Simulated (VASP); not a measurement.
Band structure of HgTe (space group P3_121). These are PBEsol GGA, VASP's PBE PAW potentials (set 64) (plane waves; VASP) values and carry that method's errors.

Unless said otherwise, spin-orbit coupling is left out, though it shifts the bands of the heavy elements here.

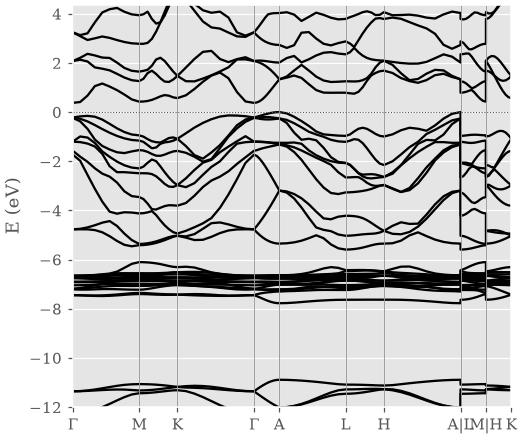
Figure. Bands along high-symmetry lines, zero at the valence-band maximum or, without a gap, the Fermi level

### Question
Read the plot: is there a gap, and where are the band edges?

### Answer
The gap is indirect, 0.38 eV, from the valence maximum at A to the conduction minimum at Γ. (Edges off the drawn lines would not show.)

The structure comes from a computed database's HgTe entry (P3_121); how it stands against other phases isn't given here. It was relaxed first, which changed the volume by -8 %.
